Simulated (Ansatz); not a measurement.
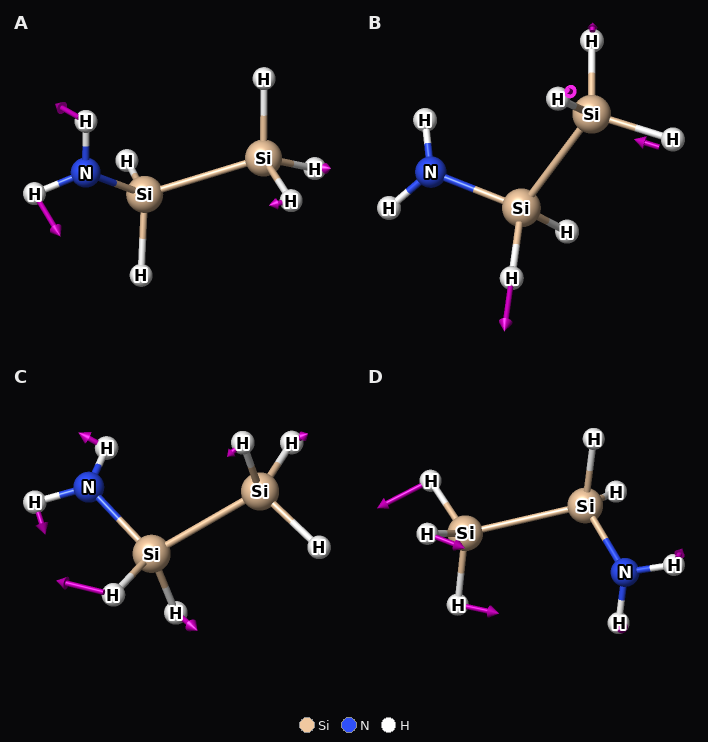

4 normal modes of one molecule or complex, as arrows. Harmonic vibrations computed with RKS PBE0-D4/def2-TZVP (Ansatz 0.2.0) at a stationary point of the same level.

Question: Match the panels to the wavenumbers 196 cm⁻¹, 509 cm⁻¹, 692 cm⁻¹, 2210 cm⁻¹.

Answer: A: 196 cm⁻¹
B: 2210 cm⁻¹, out-of-phase stretching of 2 Si–H bonds
C: 692 cm⁻¹, angle bending
D: 509 cm⁻¹, H–Si–Si bending
